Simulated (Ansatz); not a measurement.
# CH$_{3}$GeI (SMILES [CH3][Ge][I]): what the fields show

Input file:

```
crystal:
  periodic: [false, false, false]
  atoms:
    - {symbol: C, position_ang: [-3.061642, -0.485062, -0.066335]}
    - {symbol: Ge, position_ang: [-4.032570, -1.156971, 1.536993]}
    - {symbol: I, position_ang: [-2.343401, -2.988637, 2.196862]}
    - {symbol: H, position_ang: [-2.056160, -0.125668, 0.212158]}
    - {symbol: H, position_ang: [-3.621048, 0.338742, -0.538793]}
    - {symbol: H, position_ang: [-2.920358, -1.294862, -0.802462]}
basis:
  gaussian: {orbitals: def2-TZVPD}
magnetization: {spin_polarized: false}
hamiltonian: {xc: pbe0}
output: {forces: true, orbitals: {seedname: orbitals}}
```

Run with:

```sh
ansatz run input.yaml --threads 1 --pin off --max-ram 2610MiB --events-out events.jsonl --progress --plain --runs-dir runs
```

Geometry: r2SCAN-D4/def2-SVP; core potentials replace the inner electrons of I.

Theory: Ansatz 0.2.0, isolated molecule in a Gaussian basis; Kohn-Sham density functional theory, functional PBE0.

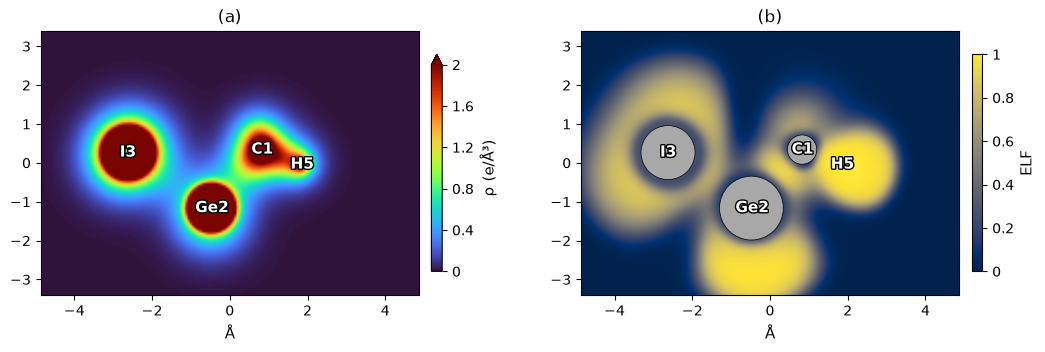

Figure 1. (a) electron density; (b) electron localisation function on the plane of atoms C1, Ge2 and I3. Grey discs cover the atomic cores in the ELF map.

Question: Interpret the plot.

Answer:
- Atoms in the plane: C, Ge, I and H.
- C–Ge (1.99 Å): the density is about 0.83 e/Å³ at the midpoint; the ELF peaks at about 0.90 in the valence shell of C, 0.7 Å from its nucleus, and is about 0.70 at the midpoint.
- Ge–I (2.58 Å): the density is about 0.52 e/Å³ at the midpoint; the ELF peaks at about 0.70 in the valence shell of I, 1.2 Å from its nucleus, and is about 0.70 at the midpoint.
- C–H (1.10 Å): ρ is about 1.9 e/Å³ halfway; the ELF climbs to about 1 towards the hydrogen, as it does in any bond to H: a covalent bond by its length.
- The ELF also peaks beside I3, away from the bonds: lone-pair regions.

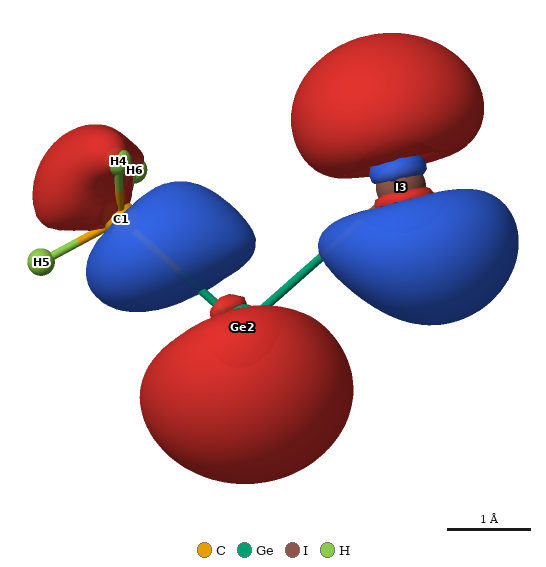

Figure 2. One frontier orbital at ±0.1 Å⁻³ᐟ² (red and blue are the two phases), seen across its widest extent.

Question: Which orbital is it: HOMO or LUMO?

Answer: The HOMO, at −6.69 eV. By Hirshfeld shares it lies mainly on Ge2 (about 40 %), I3 (about 40 %) and C1 (about 15 %).

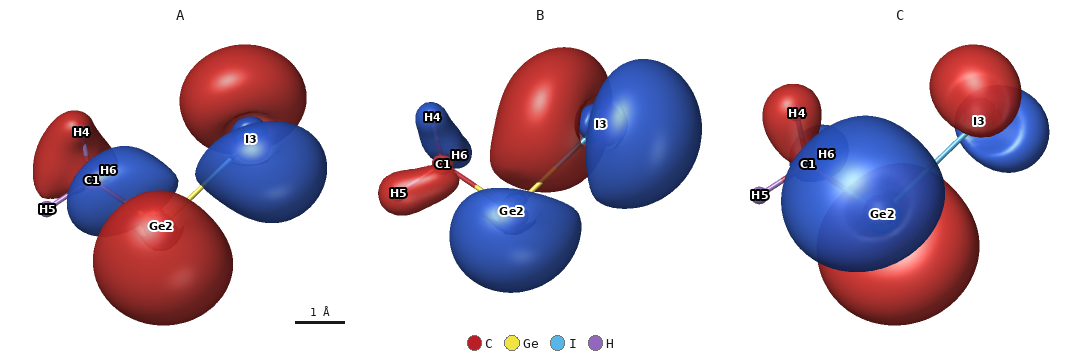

Figure 3. Three frontier orbitals at ±0.08 Å⁻³ᐟ² (red and blue are the two phases), in no order.

Question: Which picture is the HOMO−1, the HOMO and the LUMO?

Answer: B is the HOMO−1 (−7.72 eV). By Hirshfeld shares it lies mainly on I3 (about 75 %) and Ge2 (about 20 %). A is the HOMO (−6.69 eV). By Hirshfeld shares it lies mainly on Ge2 (about 40 %), I3 (about 40 %) and C1 (about 15 %). C is the LUMO (−2.87 eV). Its weight (Hirshfeld) is mainly on Ge2 (about 75 %) and I3 (about 15 %).

Question: What is the HOMO–LUMO gap?

Answer: 3.82 eV between the orbital energies.
